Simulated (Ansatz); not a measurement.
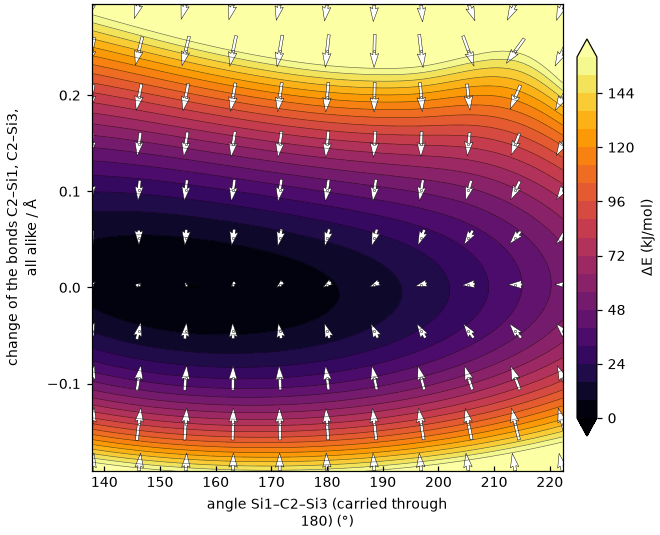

Energy landscape of CH₄Si₂, SMILES [SiH]#C[SiH3]. Coordinates scanned: (1) angle Si1–C2–Si3 (carried through 180); (2) change of the bonds C2–Si1, C2–Si3, all alike. Nothing is relaxed (all other coordinates rigid). The grid has 11 × 11 points. Points are written as (first, second). Energies are in kJ/mol, from the lowest grid point. The restricted reference is unstable at some or all points, so the energies there are unreliable. These are results of RHF-MP2, frozen core/def2-TZVP in Ansatz 0.2.0, not measurements.

Drawn: filled contours, dots at the grid points, arrows along the force (downhill), their lengths compressed, one colour for all values above the top of the scale. Between grid points the surface is interpolated. 

What does the map say about the system?

The lowest grid point is at (154.6°, 0.003 Å). It is the only kind of minimum in the scanned range. The highest grid point, (222.3°, 0.295 Å), lies 263 kJ/mol above the lowest.

The values on the grid:

```tsv
second ↓, first →	137.7	146.2	154.6	163.1	171.5	180.0	188.5	196.9	205.4	213.8	222.3
0.295	171	186	203	219	234	246	253	253	237	219	263
0.246	124	135	147	160	170	179	183	180	166	161	197
0.198	84	91	100	108	116	122	125	124	119	122	145
0.149	50	54	59	65	71	75	79	81	82	89	105
0.101	25	26	28	32	37	41	45	49	55	63	77
0.052	9	7	8	10	13	17	22	28	35	45	58
0.003	5	1	0	1	3	7	12	19	28	38	51
−0.045	15	10	7	7	8	12	17	25	34	46	59
−0.094	45	38	33	31	32	35	41	49	59	71	86
−0.142	97	87	81	78	78	81	86	94	105	118	134
−0.191	178	166	159	154	154	156	161	169	181	195	211
```

The input of one point:

```yaml
crystal:
  periodic: [false, false, false]
  atoms:
    - { symbol: Si, position_ang: [-1.570974, -1.345667, -0.676658] }
    - { symbol: C, position_ang: [-0.613256, -0.099447, -0.215629] }
    - { symbol: Si, position_ang: [0.944323, 0.657858, 0.389204] }
    - { symbol: H, position_ang: [-2.805629, -1.972473, -1.158168] }
    - { symbol: H, position_ang: [1.43178, 1.641336, -0.602942] }
    - { symbol: H, position_ang: [0.687653, 1.359303, 1.666409] }
    - { symbol: H, position_ang: [2.00165, -0.354112, 0.609993] }
basis:
  gaussian: { orbitals: def2-TZVP }
hamiltonian:
  xc: hf
output:
  forces: true
correlation:
  method: mp2
```

Each point was launched as `ansatz run input.yaml --threads 1 --pin off --max-ram 2560MiB --backend cpu --events-out ev --progress --plain --runs-dir out`. The whole map (121 points run) took 9.8 min on 1 thread of Intel(R) Xeon(R) 6975P-C (Granite Rapids), on a shared host.
